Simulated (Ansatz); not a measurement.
# BH₃OS: single points with varied inputs

How do the results and run time of BH₃OS respond when the settings are drawn wide?

Method: the settings change from run to run; program: Ansatz 0.2.0, Gaussian basis.

### Step 1. The geometry

The geometry comes from an earlier relaxation with PBE0-D4 in a triple-zeta def2 set; it is a stationary point.

SMILES `OBS`, 6 atoms, charge 0, spin multiplicity 1.

Atoms are counted from 1 here; the program's logs count them from 0.

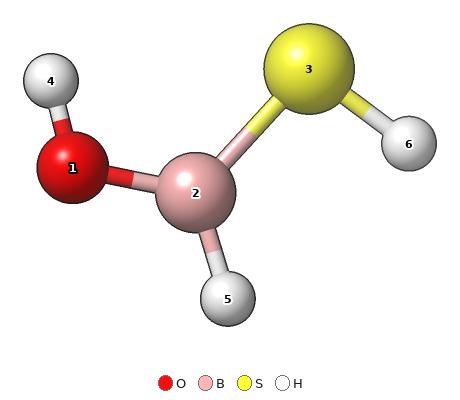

The geometry (oxygen red, boron pink, sulfur yellow, hydrogen white); atoms are numbered from 1 in the order of the file.

### Step 2. wB97X/cc-pVTZ-DK

This run has high accuracy.

File in.yaml:

```yaml
crystal:
  periodic: [false, false, false]
  atoms:
    - {symbol: O, position_ang: [-1.104433, -0.090357, -1.001808]}
    - {symbol: B, position_ang: [0.054637, 0.169675, -0.358106]}
    - {symbol: S, position_ang: [0.336897, -0.392492, 1.342095]}
    - {symbol: H, position_ang: [-1.753104, -0.587079, -0.495385]}
    - {symbol: H, position_ang: [0.894345, 0.783624, -0.941867]}
    - {symbol: H, position_ang: [1.571657, 0.116628, 1.455072]}
basis:
  gaussian: {orbitals: cc-pVTZ-DK}
hamiltonian: {xc: {name: wB97X}}
accuracy: high
output: {forces: true}
```

Run with:

```bash
$ ansatz run in.yaml --threads 2 --pin off --events-out ev --progress --plain --max-ram 32768MiB --backend cpu
```

Standard output (excerpt; [...] marks lines left out):

```text
Functional definition: wB97X
  name "wB97X"
  cite "Chai & Head-Gordon, J. Chem. Phys. 128, 084106 (2008) doi:10.1063/1.2834918"
  cite "Becke, J. Chem. Phys. 107, 8554 (1997) doi:10.1063/1.475007"
[...]
  # The coefficients of nought are those of the uniform gas.
[...]
      + exact_x_lr(omega)
[...]
      + integral(e_c_pw_opposite_spin*poly(b97_u_opposite, 1, cos1, cos2, cos3, cos4))
2365 factors; integrals over basis functions are off by at most 3.2e-9 eV
337 factors; integrals over basis functions are off by at most 2.4e-9 eV
[...]
mean field -13641.67122799 eV, -501.3221709718 hartree, gradient 2.4e-8 eV, S^2 0.000000; 0 other end points of the search recorded, 0 dependent functions left out
[...]
reference -13641.67122527 eV, -501.3221708719 hartree; 16, 16 occupied and 120, 120 virtual orbitals, 2365 factors
Total energy: -13641.67122527 eV, -501.3221708719 hartree
Relativity: scalar
Atom 0 at    -1.104433    -0.090357    -1.001808 Å, force    -0.181271    -0.084399     0.007356 eV/Å
Atom 1 at     0.054637     0.169675    -0.358106 Å, force     0.113392     0.076832    -0.063814 eV/Å
Atom 2 at     0.336897    -0.392492     1.342095 Å, force     0.101368     0.009687     0.088504 eV/Å
Atom 3 at    -1.753104    -0.587079    -0.495385 Å, force     0.079128     0.060516    -0.061671 eV/Å
Atom 4 at     0.894345     0.783624    -0.941867 Å, force    -0.036332    -0.023428     0.017459 eV/Å
Atom 5 at     1.571657     0.116628     1.455072 Å, force    -0.076286    -0.039207     0.012167 eV/Å
Dipole moment:    -0.025316    -0.055987     0.110098 e Å
```

Wall time 18 s (2 threads, shared host); peak memory 0.65 GiB.

Largest force 0.200 eV/Å, dipole 0.61 D.

### Step 3. B97M-V/STO-3G

Set apart from the defaults: relativity set to none.

in.yaml, as its differences from that of step 2:

```diff
@@ -10,5 +10,4 @@
 basis:
-  gaussian: {orbitals: cc-pVTZ-DK}
-hamiltonian: {xc: {name: wB97X}}
-accuracy: high
+  gaussian: {orbitals: STO-3G}
+hamiltonian: {xc: {name: B97M-V}, pseudopotentials: {relativity: none}}
 output: {forces: true}
```

Launched as before.

Standard output (excerpt; [...] marks lines left out):

```text
Functional definition: B97M-V
  name "B97M-V"
  cite "Mardirossian & Head-Gordon, J. Chem. Phys. 142, 074111 (2015) doi:10.1063/1.4907719"
  cite "Becke, J. Chem. Phys. 107, 8554 (1997) doi:10.1063/1.475007"
  cite "Vydrov & Van Voorhis, J. Chem. Phys. 133, 244103 (2010) doi:10.1063/1.3521275"
  # Of w^i u^j: cxij and so on, Table III.
[...]
  gx(w, u) = cx00 + cx01*u + cx02*u^2 + (cx10 + cx11*u)*w
  gss(w, u) = css00 + css02*u^2 + css10*w + (css32*w^3 + css42*w^4)*u^2
  gos(w, u) = cos00 + cos01*u + cos03*u^3 + cos10*w + cos32*w^3*u^2
[...]
      + integral(e_c_pw_mod_opposite_spin*gos(b97_w_opposite, b97_u_opposite)) + vv10(b, c)
275 factors; integrals over basis functions are off by at most 4.0e-5 eV
[...]
mean field -13451.58729017 eV, -494.3367151004 hartree, gradient 1.6e-5 eV, S^2 0.000000; 0 other end points of the search recorded, 0 dependent functions left out
[...]
reference -13451.58731623 eV, -494.3367160581 hartree; 16, 16 occupied and 6, 6 virtual orbitals, 275 factors
Total energy: -13451.58731623 eV, -494.3367160581 hartree
Atom 0 at    -1.104433    -0.090357    -1.001808 Å, force     1.820709     1.760685    -2.325621 eV/Å
Atom 1 at     0.054637     0.169675    -0.358106 Å, force     0.473034    -0.203531     1.026875 eV/Å
Atom 2 at     0.336897    -0.392492     1.342095 Å, force    -0.558520     0.056232    -0.758115 eV/Å
Atom 3 at    -1.753104    -0.587079    -0.495385 Å, force    -1.653115    -1.495140     1.856227 eV/Å
Atom 4 at     0.894345     0.783624    -0.941867 Å, force    -0.557476    -0.332929     0.203216 eV/Å
Atom 5 at     1.571657     0.116628     1.455072 Å, force     0.475368     0.214683    -0.002582 eV/Å
Dipole moment:    -0.109846    -0.118119     0.169671 e Å
```

It took 1.5 s on 2 threads, shared host.

Largest force 3.439 eV/Å, dipole 1.12 D.

### Step 4. revPBE/def2-TZVPD

Set apart from the defaults: unrestricted orbitals, the search for lower states set to full.

in.yaml, as its differences from that of step 3:

```diff
@@ -10,4 +10,6 @@
 basis:
-  gaussian: {orbitals: STO-3G}
-hamiltonian: {xc: {name: B97M-V}, pseudopotentials: {relativity: none}}
+  gaussian: {orbitals: def2-TZVPD}
+magnetization: {spin_polarized: true, initial_magnetization: 0}
+hamiltonian: {xc: {name: revPBE}}
+scf: {lower_state_search: full}
 output: {forces: true}
```

Launched as before.

Standard output (excerpt; [...] marks lines left out):

```text
Functional definition: revPBE
  name "revPBE"
  cite "Zhang & Yang, Phys. Rev. Lett. 80, 890 (1998) doi:10.1103/PhysRevLett.80.890"
  cite "Perdew, Burke & Ernzerhof, Phys. Rev. Lett. 77, 3865 (1996) doi:10.1103/PhysRevLett.77.3865"
[...]
795 factors; their error is unknown
[...]
mean field -13608.28131413 eV, -500.0951142697 hartree, gradient 3.9e-5 eV, S^2 0.000000; 0 other end points of the search recorded, 0 dependent functions left out
[...]
reference -13608.28138840 eV, -500.0951169994 hartree; 16, 16 occupied and 134, 134 virtual orbitals, 795 factors
Total energy: -13608.28138840 eV, -500.0951169994 hartree
Atom 0 at    -1.104433    -0.090357    -1.001808 Å, force    -0.302572     0.153300    -0.713748 eV/Å
Atom 1 at     0.054637     0.169675    -0.358106 Å, force     0.483434     0.155965     0.151274 eV/Å
Atom 2 at     0.336897    -0.392492     1.342095 Å, force    -0.184613    -0.218971     0.335599 eV/Å
Atom 3 at    -1.753104    -0.587079    -0.495385 Å, force    -0.406796    -0.300580     0.290542 eV/Å
Atom 4 at     0.894345     0.783624    -0.941867 Å, force     0.129597     0.100275    -0.103779 eV/Å
Atom 5 at     1.571657     0.116628     1.455072 Å, force     0.280950     0.110011     0.040111 eV/Å
Dipole moment:    -0.041838    -0.068831     0.123467 e Å
```

Wall time 3.8 s (2 threads, shared host).

Largest force 0.790 eV/Å, dipole 0.71 D, ⟨S²⟩ 0.000.

### Step 5. r2SCAN/6-31G*

Set apart from the defaults: finite nuclei, D3(BJ) dispersion, relativity set to none.

in.yaml, as its differences from that of step 4:

```diff
@@ -10,6 +10,3 @@
 basis:
-  gaussian: {orbitals: def2-TZVPD}
-magnetization: {spin_polarized: true, initial_magnetization: 0}
-hamiltonian: {xc: {name: revPBE}}
-scf: {lower_state_search: full}
-output: {forces: true}
+  gaussian: {orbitals: "6-31G*", nuclear_model: gaussian}
+hamiltonian: {xc: {name: r2SCAN}, dispersion: d3bj, pseudopotentials: {relativity: none}}
```

Launched as before.

Standard output (excerpt; [...] marks lines left out):

```text
Warning: the engine holds no damping parameters fitted to this dispersion correction and functional, so the run takes those fitted to r2scan beside the three-body term, which d3bj leaves out (hamiltonian.dispersion, under Limitations)
Functional definition: r2SCAN
  name "r2SCAN"
  cite "Furness, Kaplan, Ning, Perdew & Sun, J. Phys. Chem. Lett. 11, 8208 (2020) doi:10.1021/acs.jpclett.0c02405"
  cite "Furness, Kaplan, Ning, Perdew & Sun, J. Phys. Chem. Lett. 11, 9248 (2020) doi:10.1021/acs.jpclett.0c03077"
  parent r2scan
[...]
626 factors; their error is unknown
[...]
mean field -13606.51302324 eV, -500.0301307781 hartree, gradient 1.6e-5 eV, S^2 0.000000; 0 other end points of the search recorded, 0 dependent functions left out
reference -13606.51302928 eV, -500.0301310001 hartree; 16, 16 occupied and 39, 39 virtual orbitals, 626 factors
Total energy: -13606.53659348 eV, -500.0309969687 hartree
```

Run time: 1.5 s. Hardware: 2 threads, shared host.

### Step 6. revPBE/cc-pVDZ

Set apart from the defaults: high accuracy.

in.yaml, as its differences from that of step 5:

```diff
@@ -10,3 +10,5 @@
 basis:
-  gaussian: {orbitals: "6-31G*", nuclear_model: gaussian}
-hamiltonian: {xc: {name: r2SCAN}, dispersion: d3bj, pseudopotentials: {relativity: none}}
+  gaussian: {orbitals: cc-pVDZ}
+hamiltonian: {xc: {name: revPBE}}
+accuracy: high
+output: {forces: true}
```

Same command.

Standard output (excerpt; [...] marks lines left out):

```text
Functional definition: revPBE
  name "revPBE"
  cite "Zhang & Yang, Phys. Rev. Lett. 80, 890 (1998) doi:10.1103/PhysRevLett.80.890"
  cite "Perdew, Burke & Ernzerhof, Phys. Rev. Lett. 77, 3865 (1996) doi:10.1103/PhysRevLett.77.3865"
[...]
1369 factors; integrals over basis functions are off by at most 3.4e-9 eV
[...]
mean field -13606.84347436 eV, -500.0422746328 hartree, gradient 3.6e-8 eV, S^2 0.000000; 0 other end points of the search recorded, 0 dependent functions left out
[...]
reference -13606.84347771 eV, -500.0422747562 hartree; 16, 16 occupied and 45, 45 virtual orbitals, 1369 factors
Total energy: -13606.84347771 eV, -500.0422747562 hartree
Atom 0 at    -1.104433    -0.090357    -1.001808 Å, force    -0.235488     0.290027    -0.976751 eV/Å
Atom 1 at     0.054637     0.169675    -0.358106 Å, force     0.287180     0.020492     0.267928 eV/Å
Atom 2 at     0.336897    -0.392492     1.342095 Å, force    -0.459478    -0.408961     0.499609 eV/Å
Atom 3 at    -1.753104    -0.587079    -0.495385 Å, force    -0.475622    -0.389824     0.434443 eV/Å
Atom 4 at     0.894345     0.783624    -0.941867 Å, force     0.287422     0.250255    -0.298846 eV/Å
Atom 5 at     1.571657     0.116628     1.455072 Å, force     0.595986     0.238011     0.073616 eV/Å
Dipole moment:    -0.065580    -0.070629     0.101576 e Å
```

Wall time 3.2 s (2 threads, shared host).

Largest force 1.046 eV/Å, dipole 0.67 D.

### Step 7. BLYP/cc-pVTZ-DK

This run has unrestricted orbitals, a grid of angular degree 47, high accuracy.

in.yaml, as its differences from that of step 6:

```diff
@@ -10,5 +10,5 @@
 basis:
-  gaussian: {orbitals: cc-pVDZ}
-hamiltonian: {xc: {name: revPBE}}
+  gaussian: {orbitals: cc-pVTZ-DK, final_grid: {core_spheres: 20, valence_spheres: 16, degree: 47}}
+magnetization: {spin_polarized: true, initial_magnetization: 0}
+hamiltonian: {xc: {name: BLYP}}
 accuracy: high
-output: {forces: true}
```

Launched as before.

Standard output:

```text
Functional definition: BLYP
  name "BLYP"
  cite "Becke, Phys. Rev. A 38, 3098 (1988) doi:10.1103/PhysRevA.38.3098"
  cite "Lee, Yang & Parr, Phys. Rev. B 37, 785 (1988) doi:10.1103/PhysRevB.37.785"
  parameter beta = 0.0042
  parameter a = 0.04918
  parameter b = 0.132
  parameter c = 0.2533
  parameter d = 0.349
  exchange = b88_x(beta = beta)
  correlation = lyp_c(a = a, b = b, c = c, d = d)
2365 factors; integrals over basis functions are off by at most 3.2e-9 eV
mean field evaluation 1: about -13635.0100 eV, gradient 4.3e1 eV
mean field evaluation 2: about -13600.9510 eV, gradient 9.9e1 eV
mean field evaluation 4: about -13641.5198 eV, gradient 6.7e0 eV
mean field evaluation 8: about -13641.7356 eV, gradient 1.3e-1 eV
mean field evaluation 16: about -13641.7357 eV, gradient 1.2e-5 eV
mean field -13641.73571433 eV, -501.3245408010 hartree, gradient 1.5e-8 eV, S^2 0.000000; 0 other end points of the search recorded, 0 dependent functions left out
reference -13641.73576220 eV, -501.3245425601 hartree; 16, 16 occupied and 120, 120 virtual orbitals, 2365 factors
Total energy: -13641.73576220 eV, -501.3245425601 hartree
Relativity: scalar
```

Wall time 7 s (2 threads, shared host); peak memory 0.44 GiB.

⟨S²⟩ 0.000.

### Step 8. B97M-V/STO-3G

Set apart from the defaults: high accuracy.

in.yaml, as its differences from that of step 7:

```diff
@@ -10,5 +10,5 @@
 basis:
-  gaussian: {orbitals: cc-pVTZ-DK, final_grid: {core_spheres: 20, valence_spheres: 16, degree: 47}}
-magnetization: {spin_polarized: true, initial_magnetization: 0}
-hamiltonian: {xc: {name: BLYP}}
+  gaussian: {orbitals: STO-3G}
+hamiltonian: {xc: {name: B97M-V}}
 accuracy: high
+output: {forces: true}
```

Same command.

Standard output (excerpt; [...] marks lines left out):

```text
Functional definition: B97M-V
  name "B97M-V"
  cite "Mardirossian & Head-Gordon, J. Chem. Phys. 142, 074111 (2015) doi:10.1063/1.4907719"
  cite "Becke, J. Chem. Phys. 107, 8554 (1997) doi:10.1063/1.475007"
  cite "Vydrov & Van Voorhis, J. Chem. Phys. 133, 244103 (2010) doi:10.1063/1.3521275"
  # Of w^i u^j: cxij and so on, Table III.
[...]
  gx(w, u) = cx00 + cx01*u + cx02*u^2 + (cx10 + cx11*u)*w
  gss(w, u) = css00 + css02*u^2 + css10*w + (css32*w^3 + css42*w^4)*u^2
  gos(w, u) = cos00 + cos01*u + cos03*u^3 + cos10*w + cos32*w^3*u^2
[...]
      + integral(e_c_pw_mod_opposite_spin*gos(b97_w_opposite, b97_u_opposite)) + vv10(b, c)
397 factors; integrals over basis functions are off by at most 2.2e-8 eV
[...]
mean field -13451.58718228 eV, -494.3367111356 hartree, gradient 1.7e-8 eV, S^2 0.000000; 0 other end points of the search recorded, 0 dependent functions left out
[...]
reference -13451.58718518 eV, -494.3367112422 hartree; 16, 16 occupied and 6, 6 virtual orbitals, 397 factors
Total energy: -13451.58718518 eV, -494.3367112422 hartree
Atom 0 at    -1.104433    -0.090357    -1.001808 Å, force     1.820497     1.760686    -2.325857 eV/Å
Atom 1 at     0.054637     0.169675    -0.358106 Å, force     0.473262    -0.203474     1.026985 eV/Å
Atom 2 at     0.336897    -0.392492     1.342095 Å, force    -0.558538     0.056248    -0.758172 eV/Å
Atom 3 at    -1.753104    -0.587079    -0.495385 Å, force    -1.653288    -1.495242     1.856286 eV/Å
Atom 4 at     0.894345     0.783624    -0.941867 Å, force    -0.557423    -0.332924     0.203260 eV/Å
Atom 5 at     1.571657     0.116628     1.455072 Å, force     0.475489     0.214706    -0.002503 eV/Å
Dipole moment:    -0.109846    -0.118120     0.169673 e Å
```

Run time: 8.5 s. Hardware: 2 threads, shared host.

Largest force 3.439 eV/Å, dipole 1.12 D.

### Step 9. RPBE/def2-SVPD

This run has charge +1, multiplicity 2, atoms shaken by 0.08 Å, a grid of angular degree 11, D3(BJ) dispersion.

File in.yaml:

```yaml
crystal:
  periodic: [false, false, false]
  atoms:
    - {symbol: O, position_ang: [-1.146715, -0.116436, -1.040794]}
    - {symbol: B, position_ang: [-0.043455, 0.221453, -0.437863]}
    - {symbol: S, position_ang: [0.393931, -0.383206, 1.234926]}
    - {symbol: H, position_ang: [-1.716818, -0.646310, -0.455468]}
    - {symbol: H, position_ang: [0.907833, 0.774026, -0.925341]}
    - {symbol: H, position_ang: [1.624146, 0.136762, 1.494595]}
basis:
  gaussian: {orbitals: def2-SVPD, final_grid: {core_spheres: 5, valence_spheres: 4, degree: 11}}
total_charge: 1
magnetization: {spin_polarized: true, initial_magnetization: 1}
hamiltonian: {xc: {name: RPBE}, dispersion: d3bj}
output: {forces: true}
```

The command is unchanged.

Standard output (excerpt; [...] marks lines left out):

```text
Functional definition: RPBE
  name "RPBE"
  cite "Hammer, Hansen & Nørskov, Phys. Rev. B 59, 7413 (1999) doi:10.1103/PhysRevB.59.7413"
  cite "Perdew, Burke & Ernzerhof, Phys. Rev. Lett. 77, 3865 (1996) doi:10.1103/PhysRevLett.77.3865"
[...]
806 factors; their error is unknown
[...]
mean field -13593.13665817 eV, -499.5385584289 hartree, gradient 1.7e-5 eV, S^2 0.754058; 3 other end points of the search recorded, 0 dependent functions left out
[...]
reference -13593.13671441 eV, -499.5385604956 hartree; 16, 15 occupied and 78, 79 virtual orbitals, 806 factors
Total energy: -13593.70629243 eV, -499.5594921017 hartree
Atom 0 at    -1.146715    -0.116436    -1.040794 Å, force    -0.950103    -0.655742     0.025117 eV/Å
Atom 1 at    -0.043455     0.221453    -0.437863 Å, force     2.158691     1.519841    -0.954274 eV/Å
Atom 2 at     0.393931    -0.383206     1.234926 Å, force    -0.436074    -1.413378     1.736426 eV/Å
Atom 3 at    -1.716818    -0.646310    -0.455468 Å, force    -0.949390    -0.134219    -0.216632 eV/Å
Atom 4 at     0.907833     0.774026    -0.925341 Å, force    -0.074746     0.172724    -0.381751 eV/Å
Atom 5 at     1.624146     0.136762     1.494595 Å, force     0.251622     0.510775    -0.208886 eV/Å
Dipole moment:     0.195587    -0.010463     0.419009 e Å
```

Run time: 2.6 s. Hardware: 2 threads, shared host.

Largest force 2.807 eV/Å, ⟨S²⟩ 0.754.

### Step 10. r2SCAN/ANO-RCC-VTZP

Set apart from the defaults: a grid of angular degree 11, finite nuclei.

File in.yaml:

```yaml
crystal:
  periodic: [false, false, false]
  atoms:
    - {symbol: O, position_ang: [-1.104433, -0.090357, -1.001808]}
    - {symbol: B, position_ang: [0.054637, 0.169675, -0.358106]}
    - {symbol: S, position_ang: [0.336897, -0.392492, 1.342095]}
    - {symbol: H, position_ang: [-1.753104, -0.587079, -0.495385]}
    - {symbol: H, position_ang: [0.894345, 0.783624, -0.941867]}
    - {symbol: H, position_ang: [1.571657, 0.116628, 1.455072]}
basis:
  gaussian: {orbitals: ANO-RCC-VTZP, final_grid: {core_spheres: 5, valence_spheres: 4, degree: 11}, nuclear_model: gaussian}
hamiltonian: {xc: {name: r2SCAN}}
output: {forces: true}
```

Same command.

Standard output (excerpt; [...] marks lines left out):

```text
Functional definition: r2SCAN
  name "r2SCAN"
  cite "Furness, Kaplan, Ning, Perdew & Sun, J. Phys. Chem. Lett. 11, 8208 (2020) doi:10.1021/acs.jpclett.0c02405"
  cite "Furness, Kaplan, Ning, Perdew & Sun, J. Phys. Chem. Lett. 11, 9248 (2020) doi:10.1021/acs.jpclett.0c03077"
  parent r2scan
[...]
997 factors; their error is unknown
[...]
mean field -13640.44039312 eV, -501.2769386248 hartree, gradient 1.9e-5 eV, S^2 0.000000; 0 other end points of the search recorded, 0 dependent functions left out
[...]
reference -13640.44040809 eV, -501.2769391747 hartree; 16, 16 occupied and 120, 120 virtual orbitals, 997 factors
Total energy: -13640.44040809 eV, -501.2769391747 hartree
Relativity: scalar
Atom 0 at    -1.104433    -0.090357    -1.001808 Å, force     0.011812     0.026752    -0.052822 eV/Å
Atom 1 at     0.054637     0.169675    -0.358106 Å, force     0.103610     0.101713    -0.136056 eV/Å
Atom 2 at     0.336897    -0.392492     1.342095 Å, force     0.005928    -0.050050     0.130067 eV/Å
Atom 3 at    -1.753104    -0.587079    -0.495385 Å, force    -0.094532    -0.061727     0.047416 eV/Å
Atom 4 at     0.894345     0.783624    -0.941867 Å, force    -0.013515    -0.024219     0.044712 eV/Å
Atom 5 at     1.571657     0.116628     1.455072 Å, force    -0.013303     0.007531    -0.033317 eV/Å
Dipole moment:    -0.034277    -0.066843     0.126948 e Å
```

Run time: 3.5 s. Hardware: 2 threads, shared host.

Largest force 0.199 eV/Å, dipole 0.71 D.

### Step 11. All runs side by side

| level | charge | multiplicity | geometry | functions | energy (eV) | time |
| --- | --- | --- | --- | --- | --- | --- |
| wB97X/cc-pVTZ-DK | 0 | 1 | relaxed | 136 | -13641.671 | 18 s |
| B97M-V/STO-3G | 0 | 1 | relaxed | 22 | -13451.587 | 1.5 s |
| revPBE/def2-TZVPD | 0 | 1 | relaxed | 150 | -13608.281 | 3.8 s |
| r2SCAN/6-31G* | 0 | 1 | relaxed | 55 | -13606.537 | 1.5 s |
| revPBE/cc-pVDZ | 0 | 1 | relaxed | 61 | -13606.843 | 3.2 s |
| BLYP/cc-pVTZ-DK | 0 | 1 | relaxed | 136 | -13641.736 | 7 s |
| B97M-V/STO-3G | 0 | 1 | relaxed | 22 | -13451.587 | 8.5 s |
| RPBE/def2-SVPD | 1 | 2 | shaken | 94 | -13593.706 | 2.6 s |
| r2SCAN/ANO-RCC-VTZP | 0 | 1 | relaxed | 136 | -13640.440 | 3.5 s |

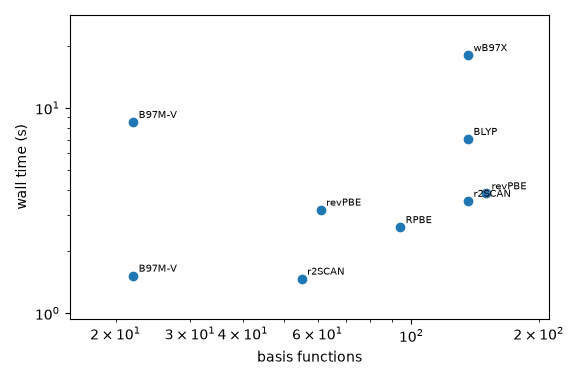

Wall time against the number of basis functions (shared host).

### Step 12. What came out

| quantity | value |
| --- | --- |
| runs | 9 |
| quickest | r2SCAN/6-31G*, 1.5 s |
| slowest | wB97X/cc-pVTZ-DK, 18 s |
| spread of total energies, same state and geometry | 190.1 eV |
| dipole, same state and geometry | 0.61 to 1.12 D |

Run time spans a factor of 12, from r2SCAN/6-31G* to wB97X/cc-pVTZ-DK. The jobs differ in tasks and options as well as level. Total energies at one charge and spin differ by 190 eV between levels, so only differences within one level mean anything. Some of these runs are scalar-relativistic and others not, which shifts the totals of all-electron atoms past neon by eV; core potentials, where a basis has them, take the core out of the total altogether. At the PBE0-D4/def2-TZVP geometry and in the same state, runs without warnings or point charges leave forces up to 3.44 eV/Å (B97M-V/STO-3G). At that geometry and state the dipole changes by 86 % between the lowest and highest value.
